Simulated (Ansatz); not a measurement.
# SiN2H8O: molecular dynamics (part 3 of 3)

Continued. System: SiN2H8O. Method: RKS PBE0-D4/6-31G* (Ansatz 0.2.0). It belongs to a series of runs on one base structure; here: dynamics from the highest image of the converged band.

Geometry of the input (Å):
```
Si -0.2316  0.0640  -0.2270
H  0.0668  -0.0159  1.5474
N  1.4811  0.2238  -0.5156
H  2.0124  -0.6322  -0.6098
H  2.0173  0.9117  -0.0015
N  -0.7955  1.5745  -0.7643
H  -1.7436  1.8813  -0.6161
H  -0.2276  2.1778  -1.3383
H  -0.3984  -1.2724  -0.8767
O  -1.9088  -0.1746  0.7079
H  -2.2327  -1.0814  0.5994
H  -0.9139  -0.1567  1.4882
```

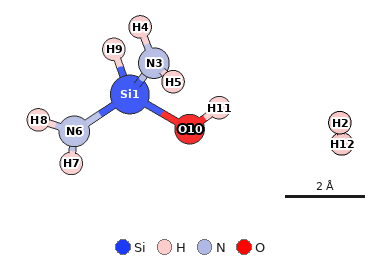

The geometry at step 200 of the log (ball-and-stick view, seen at a tilt; atoms are numbered from 1 in the order of the input).

What the program printed, continued:
```
md step   191: t =    95.50 fs  T =  1252.9 K  F+E_penalty+E_count = -13026.11970655 eV  E_kin = 1.619514 eV  conserved = -13024.50019246 eV  (29 SCF iters, 3 dispersion substeps)
md step   192: t =    96.00 fs  T =  1263.6 K  F+E_penalty+E_count = -13026.13328746 eV  E_kin = 1.633268 eV  conserved = -13024.50001923 eV  (29 SCF iters, 3 dispersion substeps)
md step   193: t =    96.50 fs  T =  1271.5 K  F+E_penalty+E_count = -13026.14325224 eV  E_kin = 1.643518 eV  conserved = -13024.49973457 eV  (30 SCF iters, 3 dispersion substeps)
md step   194: t =    97.00 fs  T =  1279.9 K  F+E_penalty+E_count = -13026.15384320 eV  E_kin = 1.654342 eV  conserved = -13024.49950119 eV  (30 SCF iters, 3 dispersion substeps)
md step   195: t =    97.50 fs  T =  1291.2 K  F+E_penalty+E_count = -13026.16848775 eV  E_kin = 1.669002 eV  conserved = -13024.49948575 eV  (29 SCF iters, 3 dispersion substeps)
md step   196: t =    98.00 fs  T =  1305.6 K  F+E_penalty+E_count = -13026.18733820 eV  E_kin = 1.687618 eV  conserved = -13024.49972010 eV  (29 SCF iters, 3 dispersion substeps)
md step   197: t =    98.50 fs  T =  1320.4 K  F+E_penalty+E_count = -13026.20679748 eV  E_kin = 1.706729 eV  conserved = -13024.50006831 eV  (26 SCF iters, 3 dispersion substeps)
md step   198: t =    99.00 fs  T =  1331.6 K  F+E_penalty+E_count = -13026.22153123 eV  E_kin = 1.721199 eV  conserved = -13024.50033180 eV  (29 SCF iters, 3 dispersion substeps)
md step   199: t =    99.50 fs  T =  1336.1 K  F+E_penalty+E_count = -13026.22744170 eV  E_kin = 1.727054 eV  conserved = -13024.50038782 eV  (29 SCF iters, 3 dispersion substeps)
these checks for a lower state are left out or cut short: starts, cluster_reference, orbital_swaps, neighbouring_geometries, increment
909 factors; integrals over basis functions are off by at most 1.2e-3 eV
mean field -13026.07467402 eV, -478.6994148797 hartree, gradient 8.1e-6 eV, S^2 0.000000; 0 other end points of the search recorded, 0 dependent functions left out
the calculation of the forces begins
reference -13026.07470655 eV, -478.6994160752 hartree; 22, 22 occupied and 58, 58 virtual orbitals, 909 factors
909 factors; integrals over basis functions are off by at most 1.2e-3 eV
mean field evaluation 1600: about -13026.0747 eV, gradient 1.1e-2 eV
mean field -13026.07467402 eV, -478.6994148797 hartree, gradient 8.1e-6 eV, S^2 0.000000; 1 other end points of the search recorded, 0 dependent functions left out
the calculation of the forces begins
reference -13026.07470655 eV, -478.6994160752 hartree; 22, 22 occupied and 58, 58 virtual orbitals, 909 factors
md step   200: t =   100.00 fs  T =  1333.2 K  F+E_penalty+E_count = -13026.22357371 eV  E_kin = 1.723333 eV  conserved = -13024.50024024 eV  (27 SCF iters, 3 dispersion substeps)
```

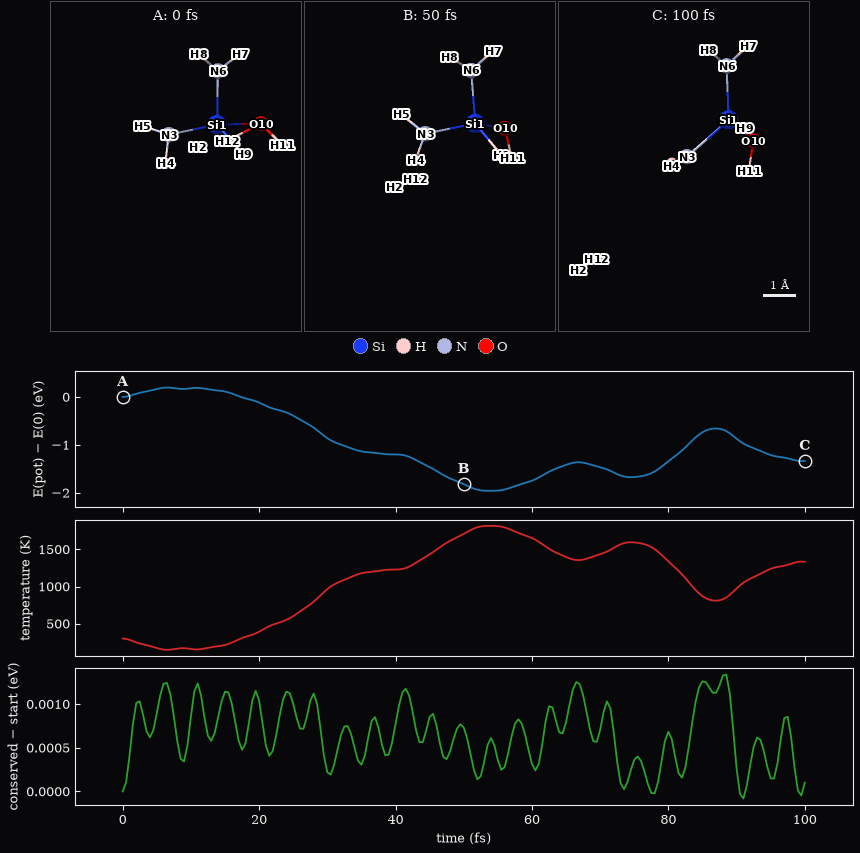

Frames of the molecular dynamics (ball-and-stick, seen at a tilt) above the curves, on which the letters mark them. The trajectory kept here has 201 frames over 100 fs. The temperature starts at 300 K, ranges from 148 to 1816 K and averages 1386 K over the second half. The potential energy ends 1.335 eV below its first value. The conserved quantity stays within 0.0014 eV. After an unweighted best fit of the last frame on the first, the root-mean-square displacement is 2.60 Å, and H2 has moved furthest (5.43 Å).

```
Total energy: -13026.22360624 eV, -478.7048880380 hartree
Atom 0 at    -0.461192     0.269778    -0.672266 Å, force     0.363372    -2.016496     2.050339 eV/Å
Atom 1 at     3.419329    -0.793828     7.094716 Å, force    -0.024242     0.004215     0.000429 eV/Å
Atom 2 at     1.031156    -0.174516     0.144256 Å, force     0.279690     0.292823    -1.414294 eV/Å
Atom 3 at     1.864069    -0.405338    -0.403147 Å, force    -0.290692     0.260968     0.451054 eV/Å
Atom 4 at     1.220822     0.018518     1.116584 Å, force     0.041077     0.211038    -0.056341 eV/Å
Atom 5 at    -0.947983     1.797627    -1.284476 Å, force    -0.673308     0.505817     0.929376 eV/Å
Atom 6 at    -1.892718     2.156280    -1.258774 Å, force     0.032335    -0.073147     0.341422 eV/Å
Atom 7 at    -0.385126     2.369683    -1.890844 Å, force     0.326863    -0.204349    -0.082178 eV/Å
Atom 8 at    -0.334263    -0.439402    -1.985842 Å, force    -0.021478    -0.650733     0.402680 eV/Å
Atom 9 at    -1.419844    -0.339272     0.693634 Å, force    -0.077234     1.067437    -1.960604 eV/Å
Atom 10 at    -0.989097    -1.117732     1.097358 Å, force     0.019545     0.606603    -0.661135 eV/Å
Atom 11 at     2.687006    -0.663296     7.113218 Å, force     0.024072    -0.004176    -0.000749 eV/Å
Dipole moment:     0.341805     0.167152    -0.119396 e Å
```

Trajectory as extended XYZ (Å, eV, eV/Å), 8 of the 201 frames kept, from step=0 to step=200:
```
12
Properties=species:S:1:pos:R:3:forces:R:3 step=0 time_fs=0.0 energy=-13024.88812 temperature=300.0
Si   -0.2316    0.0640   -0.2270   -0.0062  -0.0009   0.0029
H     0.0668   -0.0159    1.5474   -0.0030  -0.0004  -0.0006
N     1.4811    0.2238   -0.5156    0.0021  -0.0009  -0.0058
H     2.0124   -0.6322   -0.6098    0.0009  -0.0004   0.0007
H     2.0173    0.9117   -0.0015   -0.0007   0.0016   0.0023
N    -0.7955    1.5745   -0.7643    0.0004  -0.0018  -0.0005
H    -1.7436    1.8813   -0.6161    0.0016   0.0003  -0.0009
H    -0.2276    2.1778   -1.3383   -0.0009   0.0003   0.0013
H    -0.3984   -1.2724   -0.8767    0.0010  -0.0001  -0.0003
O    -1.9088   -0.1746    0.7079   -0.0008   0.0050  -0.0021
H    -2.2327   -1.0814    0.5994    0.0029  -0.0002   0.0004
H    -0.9139   -0.1567    1.4882    0.0028  -0.0025   0.0026
12
Properties=species:S:1:pos:R:3:forces:R:3 step=29 time_fs=14.5 energy=-13024.76154 temperature=202.9
Si   -0.2264    0.0324   -0.2314   -0.6994  -0.5788  -0.0006
H     0.0840   -0.0280    1.5252    0.5088  -0.0512   0.7064
N     1.5029    0.2542   -0.5458   -1.2402   0.0518   0.4700
H     2.1095   -0.5469   -0.4451    0.2902   0.1727   0.0716
H     1.8871    1.1368   -0.2106    0.2719  -0.4757  -0.0199
N    -0.7677    1.5387   -0.6933   -0.6702   1.5528  -0.9694
H    -1.7556    1.7111   -0.5594    0.0913  -0.0363   0.1151
H    -0.3867    2.1126   -1.4381    0.2524  -0.2004   0.2452
H    -0.3881   -1.3249   -0.8043    0.1437  -0.2142  -0.0716
O    -1.9526   -0.1212    0.6881    0.3420  -1.2466  -0.9597
H    -2.3735   -0.9755    0.4066    0.4891   1.0209   0.4742
H    -0.7327   -0.1669    1.5885    0.2205   0.0049  -0.0615
12
Properties=species:S:1:pos:R:3:forces:R:3 step=57 time_fs=28.5 energy=-13025.58113 temperature=836.9
Si   -0.2719   -0.0239   -0.2443   -2.1237   2.1063  -0.7535
H     0.5431   -0.1958    2.2282   -0.0205   0.0328   0.0892
N     1.4408    0.2636   -0.5116   -0.1990  -0.3832   0.8202
H     2.1685   -0.4291   -0.3561   -0.3724  -0.1515  -0.1034
H     1.8414    1.1738   -0.3515   -0.0922   0.3702   0.1741
N    -0.7843    1.6062   -0.6990    0.7761  -1.4986   0.0810
H    -1.7653    1.7905   -0.5721   -0.0395   0.1370  -0.1748
H    -0.3144    2.1224   -1.4187    0.0236   0.3330  -0.1901
H    -0.2010   -1.4158   -0.7249   -0.2939  -0.3873  -0.2244
O    -1.8842   -0.0949    0.6045    2.6431   0.8852   0.0407
H    -2.3615   -0.8934    0.4617   -0.3253  -1.3691  -0.0636
H    -0.1911   -0.1529    2.0832    0.0237  -0.0748   0.3045
12
Properties=species:S:1:pos:R:3:forces:R:3 step=86 time_fs=43.0 energy=-13026.20559 temperature=1319.8
Si   -0.3941    0.0070   -0.3371    3.2926   0.7563  -2.5070
H     1.1481   -0.3080    3.2132   -0.1146   0.0006  -0.0236
N     1.2994    0.2522   -0.3646    0.8662   0.1763   0.6247
H     1.9989   -0.4684   -0.3630    0.0412  -0.3710   0.0056
H     1.7384    1.1646   -0.2252   -0.4101  -0.4165   0.1545
N    -0.7425    1.5983   -0.7614   -0.4839   1.2604  -1.1144
H    -1.7061    1.8999   -0.7031    0.1617   0.2201  -0.1081
H    -0.1433    2.2050   -1.3143   -0.3725  -0.2818   0.0989
H    -0.4152   -1.3758   -0.8489    0.1554  -0.4236  -0.7379
O    -1.6753   -0.1197    0.5506   -3.0076  -1.3316   3.5639
H    -1.8427   -1.0493    0.7797   -0.2202   0.4105   0.0234
H     0.4152   -0.2637    3.0788    0.0919   0.0004   0.0199
12
Properties=species:S:1:pos:R:3:forces:R:3 step=114 time_fs=57.0 energy=-13026.77482 temperature=1760.1
Si   -0.4201    0.0555   -0.5441   -1.7884   0.8997   2.4663
H     1.7144   -0.4211    4.1675   -0.1423   0.0052  -0.0129
N     1.2376    0.1845   -0.1463   -0.5869  -1.1104  -0.5875
H     1.8495   -0.6021   -0.3193    0.3566   0.4339   0.3165
H     1.5827    1.0080    0.3060    0.4256   0.0088   0.2803
N    -0.7605    1.6890   -0.9318   -0.1625   0.1089  -0.0993
H    -1.6143    2.2146   -0.8948   -0.4145  -0.2976   0.1633
H    -0.0561    2.2224   -1.4037    0.3574   0.0286  -0.2096
H    -0.5392   -0.9621   -1.5879   -0.0401  -0.5014  -0.1879
O    -1.6320   -0.2385    0.7458    1.6996  -0.2598  -1.4110
H    -1.5706   -1.0723    1.2620    0.1564   0.6867  -0.7185
H     0.9725   -0.3725    4.0908    0.1390  -0.0027   0.0004
12
Properties=species:S:1:pos:R:3:forces:R:3 step=143 time_fs=71.5 energy=-13026.42914 temperature=1492.9
Si   -0.5240    0.1312   -0.6418    2.2283   1.0095   3.2021
H     2.2922   -0.5457    5.1568   -0.1325   0.0123  -0.0093
N     1.1802    0.0471    0.0477   -1.7305   0.3486  -0.5944
H     1.9317   -0.6031   -0.1363   -0.2615  -0.0253  -0.2085
H     1.3115    0.5228    0.9448   -0.0967  -0.2395  -0.5286
N    -0.8048    1.7874   -1.1211   -0.3221  -0.9336   0.7452
H    -1.6890    2.2707   -1.0346    0.2501   0.0443  -0.0995
H    -0.0828    2.2616   -1.6494   -0.2576  -0.0177   0.1415
H    -0.5672   -0.6492   -1.8594   -0.1715  -0.9989  -0.2836
O    -1.4473   -0.3193    0.7797   -0.3074   1.6696  -2.7849
H    -1.0305   -1.0525    1.2040    0.6702  -0.8577   0.4144
H     1.5498   -0.4729    5.1140    0.1313  -0.0115   0.0056
12
Properties=species:S:1:pos:R:3:forces:R:3 step=171 time_fs=85.5 energy=-13025.58794 temperature=842.4
Si   -0.5089    0.2360   -0.6174    0.1116  -0.0005  -2.1642
H     2.8466   -0.6676    6.1098   -0.0665   0.0090  -0.0022
N     0.9609   -0.0648    0.1316    3.5507  -0.1414   0.0460
H     1.6827   -0.6672   -0.2216    0.3424   0.1068  -0.4568
H     1.0186   -0.0722    1.1402    0.1229   0.6601   0.0444
N    -0.8765    1.7828   -1.2240    0.3310  -0.2097   0.3089
H    -1.7619    2.2520   -1.1634   -0.1181   0.0870  -0.0471
H    -0.1785    2.2458   -1.7846   -0.1268   0.2425  -0.0250
H    -0.7110   -0.8923   -1.5163    0.2910  -0.0423  -1.4073
O    -1.2686   -0.3388    0.6376   -3.0347  -0.7752   3.5080
H    -0.5043   -0.8938    0.9208   -1.4693   0.0727   0.1941
H     2.1083   -0.5666    6.0961    0.0659  -0.0089   0.0012
12
Properties=species:S:1:pos:R:3:forces:R:3 step=200 time_fs=100.0 energy=-13026.22357 temperature=1333.2
Si   -0.4612    0.2698   -0.6723    0.3634  -2.0165   2.0503
H     3.4193   -0.7938    7.0947   -0.0242   0.0042   0.0004
N     1.0312   -0.1745    0.1443    0.2797   0.2928  -1.4143
H     1.8641   -0.4053   -0.4031   -0.2907   0.2610   0.4511
H     1.2208    0.0185    1.1166    0.0411   0.2110  -0.0563
N    -0.9480    1.7976   -1.2845   -0.6733   0.5058   0.9294
H    -1.8927    2.1563   -1.2588    0.0323  -0.0731   0.3414
H    -0.3851    2.3697   -1.8908    0.3269  -0.2043  -0.0822
H    -0.3343   -0.4394   -1.9858   -0.0215  -0.6507   0.4027
O    -1.4198   -0.3393    0.6936   -0.0772   1.0674  -1.9606
H    -0.9891   -1.1177    1.0974    0.0195   0.6066  -0.6611
H     2.6870   -0.6633    7.1132    0.0241  -0.0042  -0.0007
```
